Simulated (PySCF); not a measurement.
C2Cl2F6Si (SMILES FC(F)(F)[Si](Cl)(Cl)C(F)(F)F)

```yaml
atoms:
  - { symbol: Si, position_ang: [-0.5811, 0.0786, -0.4747] }
  - { symbol: C, position_ang: [-0.7111, -0.1567, 1.4352] }
  - { symbol: F, position_ang: [-1.9786, -0.1362, 1.8487] }
  - { symbol: F, position_ang: [-0.0532, 0.8187, 2.0695] }
  - { symbol: F, position_ang: [-0.1752, -1.3230, 1.8048] }
  - { symbol: C, position_ang: [1.2807, 0.0653, -0.9808] }
  - { symbol: F, position_ang: [1.8865, -1.0205, -0.4903] }
  - { symbol: F, position_ang: [1.9150, 1.1384, -0.5018] }
  - { symbol: F, position_ang: [1.4251, 0.0564, -2.3068] }
  - { symbol: Cl, position_ang: [-1.3957, 1.8713, -0.9842] }
  - { symbol: Cl, position_ang: [-1.5144, -1.4778, -1.3887] }
```

Geometry: PBE0-D3(BJ)/def2-SVP.

The calculation used PBE0/def2-SVPD, SCF density, gas phase (PySCF).

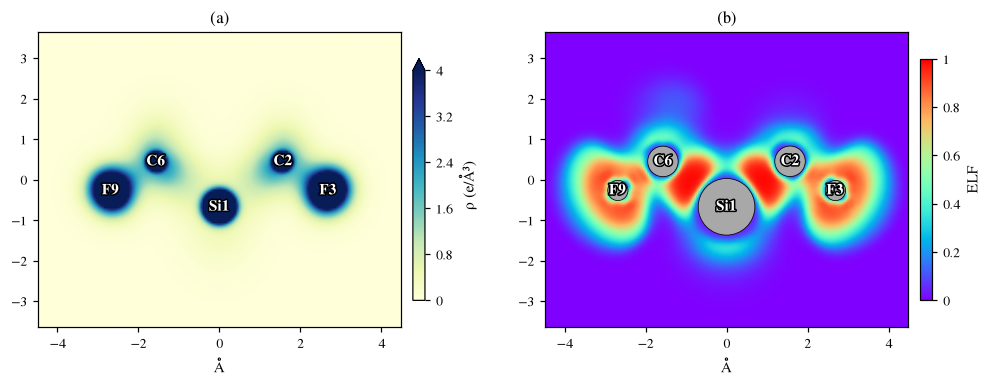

Figure 1. (a) electron density; (b) electron localisation function on the plane of atoms Si1, C2 and F3. Grey discs cover the atomic cores in the ELF map.

**What does the map show?**

Atoms in the plane: Si, C and F.
C–F (1.33 Å): ρ at the midpoint is about 2.4 e/Å³; the ELF peaks at about 0.85 between the atoms: a polar covalent bond.
C–Si (1.93 Å): ρ is about 0.99 e/Å³ halfway; the ELF peaks at about 1 between the atoms, as expected for localised, covalent bonding.
The ELF also peaks beside F3 and F9, away from the bonds: lone-pair regions.

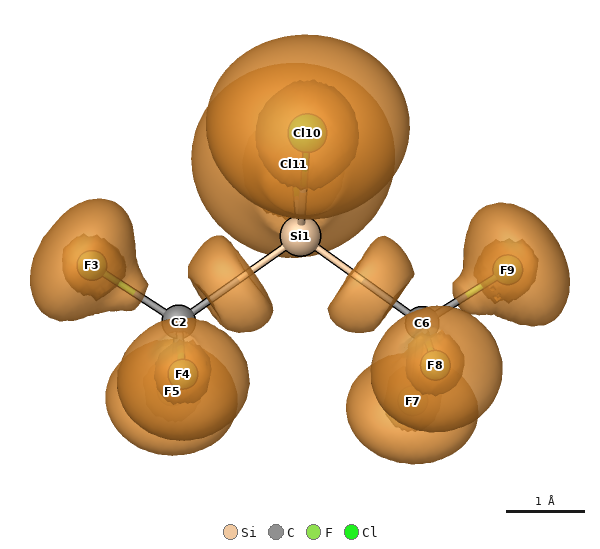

Figure 2. Isosurface of the ELF at 0.75 (orange), seen across its widest extent. Core shells and regions of very low density are left out.

**Identify the bonds, lone pairs and shells in this picture.**

At this value the surface marks out two regions between bonded C–Si atoms (shared pairs), two regions on Cl in which the atom's valence shell and bonds are merged and six regions on F in which the atom's valence shell and bonds are merged.

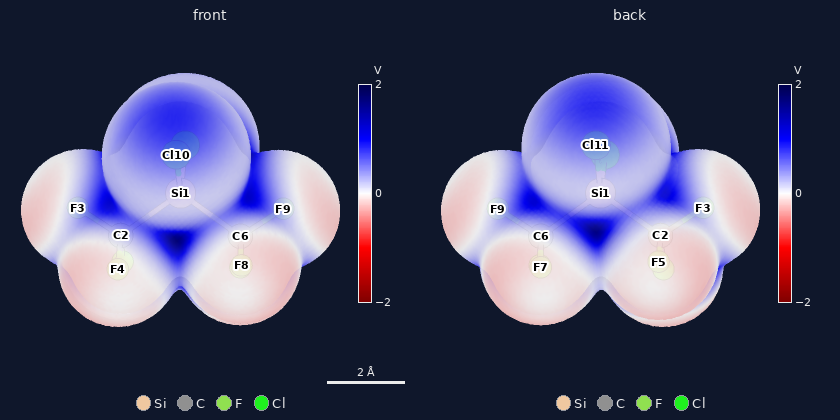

Figure 3. The molecular electrostatic potential painted on the density surface at 0.002 e/bohr³, seen from the front and from behind; red is negative and blue positive.

**Where is the surface potential most negative and most positive?**

The most negative region (about −0.2 V) lies over the F atoms, the most positive (about +1.8 V) over Si1, C2 and C6. Cl10 shows a σ-hole: about +0.8 V at the tip opposite its bond, against about +0.2 V on its flanks. Cl11 shows a σ-hole: about +0.8 V at the tip opposite its bond, against about +0.2 V on its flanks.

**What dipole moment does the calculation give?**

Its dipole moment is 1.10 D.
